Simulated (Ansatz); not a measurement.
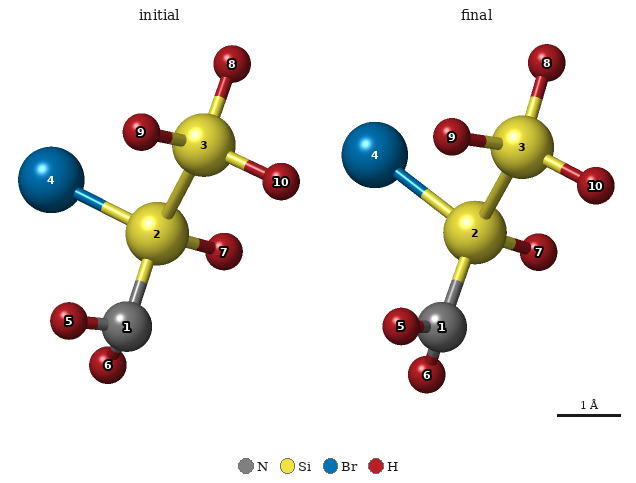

The structure of Si2NH6Br (coarse preliminary run) before (left) and after (right) a relaxation, at one scale.

Style: ball-and-stick. Shown from a free direction.

The start comes from a force field.

These are results of RKS PBE-D4/def2-SVP (Ansatz), not measurements.

Input
```yaml
crystal:
  periodic: [false, false, false]
  atoms:
    - {symbol: N, position_ang: [-0.409500, 1.729900, 0.137600]}
    - {symbol: Si, position_ang: [-0.430700, 0.130700, 0.592800]}
    - {symbol: Si, position_ang: [1.065500, -1.183700, -0.560400]}
    - {symbol: Br, position_ang: [-2.418000, -0.567500, 0.241300]}
    - {symbol: H, position_ang: [-0.854600, 1.843300, -0.825800]}
    - {symbol: H, position_ang: [-1.104600, 2.288500, 0.733600]}
    - {symbol: H, position_ang: [-0.143500, 0.133800, 2.055800]}
    - {symbol: H, position_ang: [1.044300, -2.587400, -0.112000]}
    - {symbol: H, position_ang: [0.838100, -1.119300, -1.969900]}
    - {symbol: H, position_ang: [2.496100, -0.719300, -0.290000]}
basis:
  gaussian: {orbitals: def2-SVP}
hamiltonian: {xc: pbe, dispersion: d4}
relax: {f_tol: 0.03, max_steps: 200}
```

Command:
```bash
ansatz run in.yaml --threads 4 --pin off --events-out ev --progress --plain --max-ram 10444MiB
```

Question: Summarise the run.

Answer: The largest move after the best rigid fit is that of Br4, 0.45 Å. Largest moves by element: Br 0.45 Å, H 0.36 Å, Si 0.10 Å, N 0.05 Å. Among the contacts that change: Si2–Br4 2.136 → 2.285 Å, Si3–H9 1.429 → 1.506 Å, N1–Si2 1.663 → 1.735 Å, Si2–Si3 2.301 → 2.347 Å. Bond angles that change, for instance: H5–N1–H6 100.1° → 110.1°, N1–Si2–Br4 106.3° → 115.7°, Si2–N1–H5 110.1° → 118.5°. The energy falls by 0.621 eV in 6 accepted moves (8 points after the start). The largest force component goes from 3.7 to 0.0055 eV/Å. The line search rejected the trial steps at points 4, 6 of the run.
